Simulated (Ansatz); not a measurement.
**CuAu₃: structures and their energies**

4 relaxations of CuAu3 ended in 4 distinct structures. Method: PBEsol (plane waves to 420 eV, PAW, scalar-relativistic; Ansatz, a program for electronic structure).

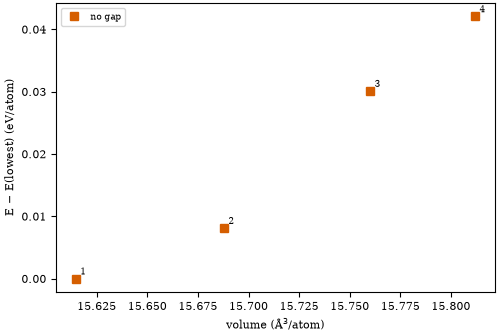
*Energy against volume of the distinct structures, numbered as in the table*

| # | space group | Pearson | type | E − E(lowest) (eV/atom) | V (Å³/atom) | coordination | runs ending here |
|---|---|---|---|---|---|---|---|
| 1 | Pmmm (nearly P4/mmm) | oP4 | – | 0.00 | 15.61 | – | 1 |
| 2 | Pm-3m | cP4 | Cu3Au type | 0.01 | 15.69 | Cu 12 (cuboctahedral), Au 12 (cuboctahedral) | 1 |
| 3 | C2/m | mS8 | – | 0.03 | 15.76 | – | 1 |
| 4 | Cmmm | oS8 | – | 0.04 | 15.81 | – | 1 |

Coordination numbers (neighbours up to the widest gap in distance over summed covalent radii, below 1.35; n+m marks a second, longer set). All are gapless at this level. Pmmm (nearly P4/mmm), oP4 is the lowest among the structures calculated here, level within the accuracy with Pm-3m, cP4, Cu3Au type.

CuAu₃ is taken in the orthorhombic space group Pmmm (No. 47), Pearson symbol oP4. Lattice parameters: a = 2.874 Å, b = 2.886 Å, c = 7.530 Å, α = 90.00°, β = 90.00°, γ = 90.00°. Au1 on 1a is surrounded by 12 Au at 2.874–2.899 Å (cuboctahedral). Au2 on 2t has 4 Cu at 2.654 Å and 8 Au at 2.874–2.899 Å and 1 Au at 3.403 Å. Cu on 1c is coordinated by 8 Au at 2.654 Å and 4 Cu at 2.874–2.886 Å. (Neighbours: up to the widest gap in distance over summed covalent radii, below 1.35, at either atom.)

1 run with a doubtful electronic state, a coarser numerical grid, an end not at rest or a source that can't be used is left out. Each run could gain symmetry but not lose that of its start, so entries can be saddle points. From databases, or of a type measured for this composition: Pm-3m, cP4, Cu3Au type; the others are generated cells (placed on structure types, drawn at random, substituted or restacked) that were not matched to a known phase here. The real structure of this composition may not be among these. Static energies at zero pressure. No spin polarisation in the result.
